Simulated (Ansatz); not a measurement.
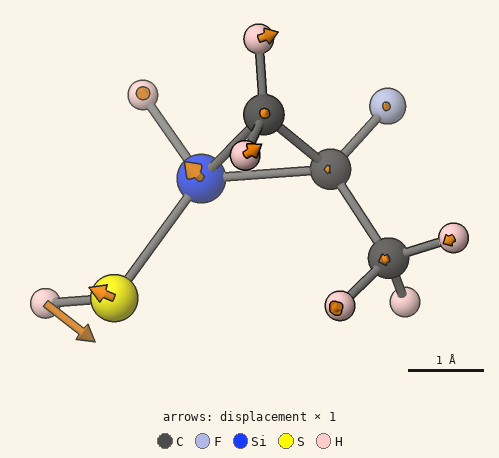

A relaxation of C₃H₇FSSi. The starting structure is drawn; orange arrows show the displacements, at their true length. The two geometries are superimposed by the best rigid fit.

Style: ball-and-stick. Shown at a tilt.

The run prepares an end point of a later path (torsion) calculation, from a guessed geometry.

Computed with RKS PBE0-D4/6-31G in Ansatz 0.2.0. Settings: no spin polarisation; force threshold 0.015 eV/Å; at most 40 steps.

Which element moves most?

Answer. Hydrogen: up to 0.87 Å, against 0.41 Å for silicon.

Describe the change and its energy.

Answer. The largest move after the best rigid fit is that of an H atom, 0.87 Å. Largest moves by element: H 0.87 Å, Si 0.41 Å, S 0.39 Å, C 0.17 Å, F 0.09 Å. Among the contacts that change: C–Si 1.832 → 1.920 Å, S–Si 2.133 → 2.216 Å, C–H 1.157 → 1.088 Å, C–H 1.026 → 1.088 Å. Among the angles between lasting bonds that change: C–Si–H 101.9° → 119.4°, Si–C–H 110.7° → 120.0°, C–C–H 124.0° → 115.5°. Over 11 accepted moves (14 points after the start) the energy falls by 21.6 kcal/mol. Largest force component: 4.4 eV/Å at the start, 0.0074 eV/Å at the end. The line search rejected the trial steps at points 5, 8, 11 of the run.

Limits of the set-up: the basis has no polarisation functions, which atoms past neon need.
